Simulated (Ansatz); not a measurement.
```tsv
atom	x (Å)	y (Å)	z (Å)
Cl	2.0902	0.0993	-1.0405
Cl	-1.8121	-0.6491	-1.3050
Cl	-0.3352	2.2601	-1.3580
Cl	-0.3844	1.4113	1.7914
O	0.2071	-1.3202	0.7741
Ta	-0.0324	0.2662	-0.1718
H	0.3281	-2.1356	1.2642
```

Geometry: PBE0-D4/def2-SVP; core potentials replace the inner electrons of Ta.

All numbers below come from Ansatz, isolated molecule in a Gaussian basis; Kohn-Sham density functional theory, functional PBE0.

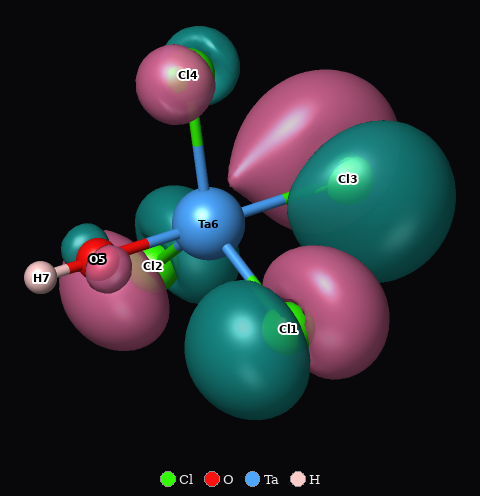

Cl$_{4}$HOTa. The HOMO at ±0.08 Å⁻³ᐟ² (teal and pink are the two phases), seen at a tilt.

### Describe this orbital and give its energy.

Its weight (Hirshfeld) is mainly on Cl3 (about 55 %), Cl1 (about 25 %) and Cl2 (about 15 %); largely a combination of lone pairs on Cl3, Cl1 and Cl2. It is one of a degenerate set, so its orientation is arbitrary. Its energy is −8.96 eV.
